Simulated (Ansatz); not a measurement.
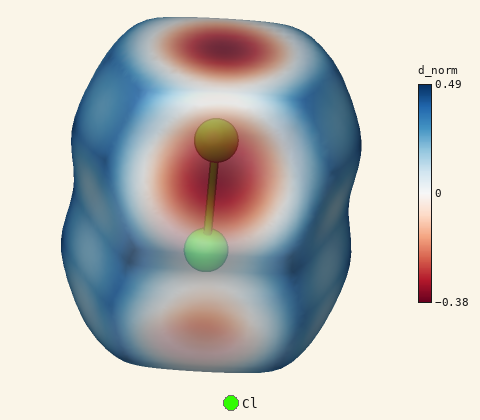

Hirshfeld surface computed for the Cl$_{2}$ molecule in Cl (Cmce), coloured by d_norm.

The surface is where the fragment's share of the procrystal density (the sum of the densities of spherically averaged neutral Hartree-Fock atoms) equals one half. d_i and d_e are the distances from the surface to the nearest nucleus inside and outside; d_norm adds both, each measured against its van der Waals radius (Alvarez: Cl 1.82 Å), so red marks contacts shorter than the sum of radii, white equal and blue longer.

The cell is taken from coordinates from a relaxation with DFT PBEsol, scalar-relativistic, plane waves, PAW in Ansatz.

```
Cl
1.0
     6.94319    0.00000    0.00000
     0.00000    3.87877    0.00000
     0.00000    0.00000    8.00401
Cl
8
Direct
  0.50000 0.12658 0.61123
  0.50000 0.37342 0.11123
  0.50000 0.87342 0.38877
  0.50000 0.62658 0.88877
  0.00000 0.62658 0.61123
  0.00000 0.87342 0.11123
  0.00000 0.37342 0.38877
  0.00000 0.12658 0.88877
```

### Which contact with the surroundings is the closest relative to the atoms' sizes?

Cl···Cl at 2.95 Å, 81 % of the sum of the van der Waals radii.

### How is the surface shared among contacts (both directions of a pair summed)?

Cl···Cl 100 %.

### Give the size and shape of the surface.

It encloses about 51 Å³, has an area of about 71 Å² and a globularity of 0.93 (1 for a sphere).
